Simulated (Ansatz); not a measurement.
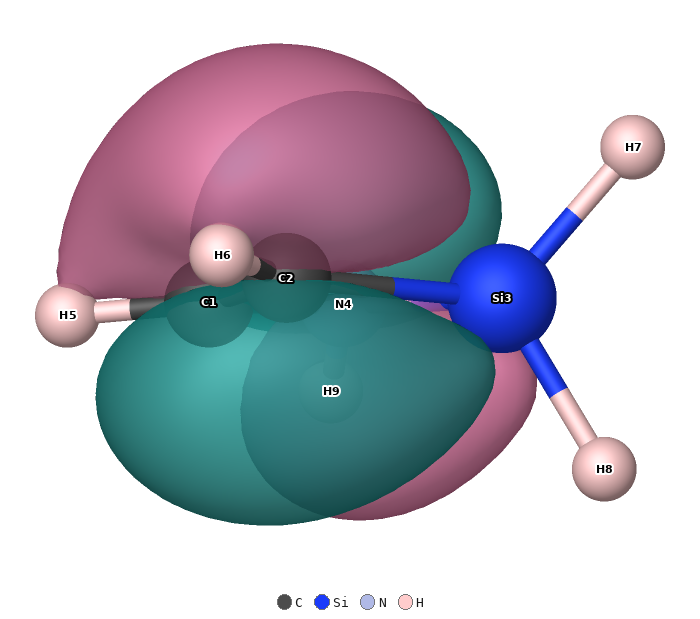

C₂H₅NSi (SMILES C1=C[SiH2]N1). The HOMO at ±0.08 Å⁻³ᐟ² (teal and pink are the two phases), seen from one side.

Geometry: PBE0-D4/def2-TZVP.

Method: Ansatz, RKS PBE0-D4/def2-TZVPP.

The calculation's input:

```
crystal:
  periodic: [false, false, false]
  atoms:
    - {symbol: C, position_ang: [-0.514648, 0.890238, -0.358949]}
    - {symbol: C, position_ang: [0.773490, 0.906186, 0.050203]}
    - {symbol: Si, position_ang: [0.586057, -0.905423, 0.277417]}
    - {symbol: N, position_ang: [-0.963464, -0.442645, -0.454470]}
    - {symbol: H, position_ang: [-1.168221, 1.718492, -0.631674]}
    - {symbol: H, position_ang: [1.443325, 1.746520, 0.111608]}
    - {symbol: H, position_ang: [1.381098, -1.881693, -0.512568]}
    - {symbol: H, position_ang: [0.455674, -1.420866, 1.666230]}
    - {symbol: H, position_ang: [-1.904912, -0.657009, -0.165095]}
basis:
  gaussian: {orbitals: def2-TZVPP}
hamiltonian: {xc: pbe0, dispersion: d4}
output: {orbitals: {seedname: orbitals}}
```

Command:

```sh
ansatz run in.yaml --threads 2 --pin off --events-out ev --progress --plain --max-ram 4352MiB
```

Where does this orbital lie, and at what energy?

Answer. Its weight (Hirshfeld) is mainly on N4 (about 35 %), C2 (about 35 %) and C1 (about 15 %). Its energy is −6.26 eV.
